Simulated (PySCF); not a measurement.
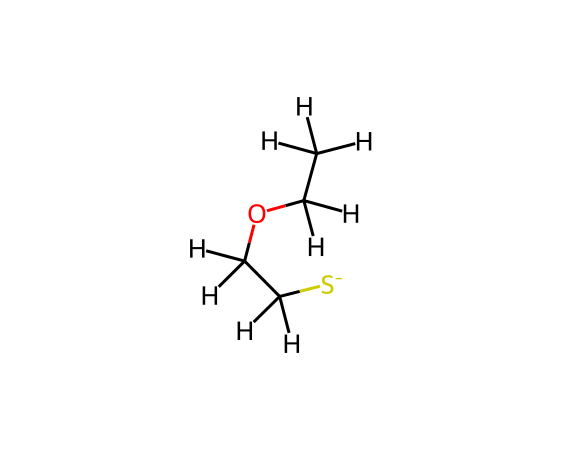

State: charge −1, singlet.

> Transcribe the drawing into SMILES.

CCOCC[S-]

> What is the molecular formula?

C4H9OS, charge -1.

> An optimisation with GFN2-xTB gave a structure of which point group?

C1. Other conformers may differ.

More results for the same structure follow; atom numbers are the same in all pictures, views and colours differ. Computed geometry: GFN2-xTB optimisation. No frequency run is at hand to confirm it as a minimum.

## Geometry

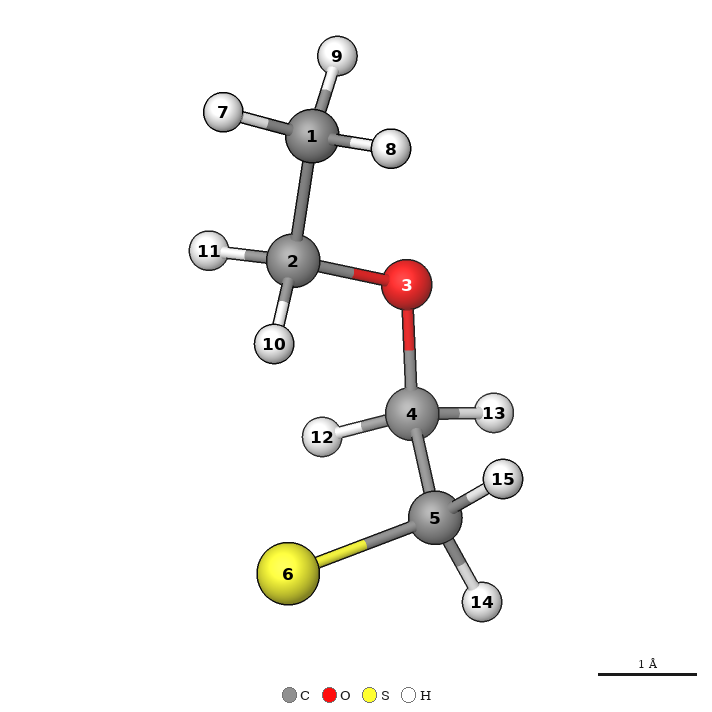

Numbered structure. No frequency run is at hand to confirm it as a minimum.

Which atoms are bonded, and how long are the bonds?

| bond | length (Å) | order |
| --- | --- | --- |
| C1–C2 | 1.520 | single |
| C1–H7 | 1.088 | single |
| C1–H8 | 1.087 | single |
| C1–H9 | 1.089 | single |
| C2–O3 | 1.418 | single |
| C2–H10 | 1.100 | single |
| C2–H11 | 1.105 | single |
| O3–C4 | 1.414 | single |
| C4–C5 | 1.531 | single |
| C4–H12 | 1.102 | single |
| C4–H13 | 1.100 | single |
| C5–S6 | 1.810 | single |
| C5–H14 | 1.100 | single |
| C5–H15 | 1.098 | single |

## NMR shielding

The questions are on isotropic NMR shieldings of the H atoms. No frequency run is at hand to confirm it as a minimum. Level of theory: GIAO PBE0/pcSseg-1 NMR shielding, non-relativistic, gas phase (PySCF 2.14.0).

> Which H atom is the most shielded (lowest chemical shift)?

H7 (31.16 ppm).

> Which H atom is the least shielded (highest chemical shift)?

H10 (22.64 ppm).

> How wide is the range of H shifts?

8.52 ppm.

Give the isotropic NMR shieldings of the H atoms atom by atom.

| atom | σ (ppm) |
| --- | --- |
| H7 | 31.16 |
| H8 | 30.66 |
| H9 | 31.01 |
| H10 | 22.64 |
| H11 | 28.74 |
| H12 | 28.19 |
| H13 | 27.58 |
| H14 | 28.53 |
| H15 | 28.35 |

## Charges

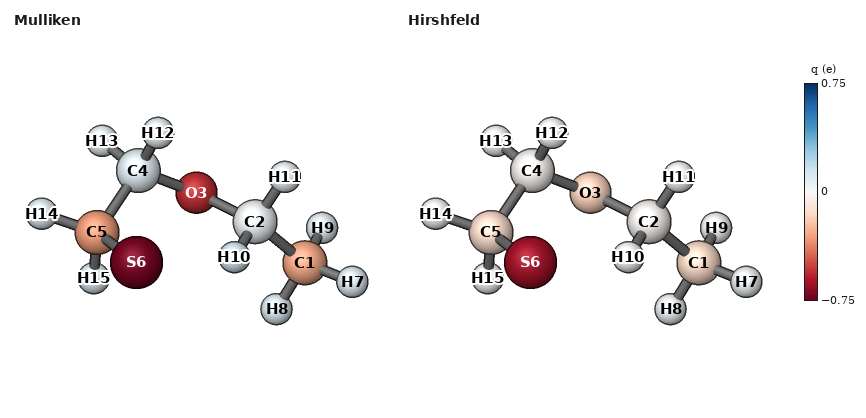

Atomic charges of one calculation by 2 schemes, on one colour scale. No frequency run is at hand to confirm it as a minimum. Computed with PBE0/pcSseg-1 (PySCF 2.14.0).

> Which scheme gives the most polar picture (largest mean size of the charges)?

The Mulliken charges are the largest in size here.

> On which atom do the schemes disagree most?

On O3 (from −0.55 to −0.17 e).

List the charges (e), one line for each set of equivalent atoms.

```csv
atom,Mulliken,Hirshfeld
C1,−0.28,−0.14
C2,0.03,−0.02
O3,−0.55,−0.17
C4,0.09,−0.02
C5,−0.32,−0.13
S6,−0.71,−0.62
H7,0.08,0.03
H8,0.10,0.03
H9,0.08,0.02
H10,0.14,0.00
H11,0.05,0.01
H12,0.06,0.00
H13,0.05,0.01
H14,0.09,0.00
H15,0.09,0.00
```

## Quadrupole coupling

No frequency run is at hand to confirm it as a minimum. Electric field gradients from the ground-state density, PBE0/pcSseg-1 (PySCF 2.14.0), non-relativistic apart from any core potentials.

Give the largest field-gradient component, the quadrupole coupling constant and the asymmetry for 17O at O3 (Q = −25.6 mb), 33S at S6 (Q = −67.81 mb).

| atom | V_zz (a.u.) | e²qQ/h (MHz) | η |
| --- | --- | --- | --- |
| O3 | −1.994 | 11.99 | 0.95 |
| S6 | 2.933 | −46.7 | 0.01 |

## Electronic properties

No frequency run is at hand to confirm it as a minimum. Method: PBE0/def2-SVPD, gas phase (PySCF 2.14.0).

> What is the mean static polarisability?

98.9 bohr³.

> Estimate the HOMO energy (Kohn–Sham orbital).

−0.10 eV.

Mulliken values depend strongly on the basis set and can even reverse the polarity of a bond.
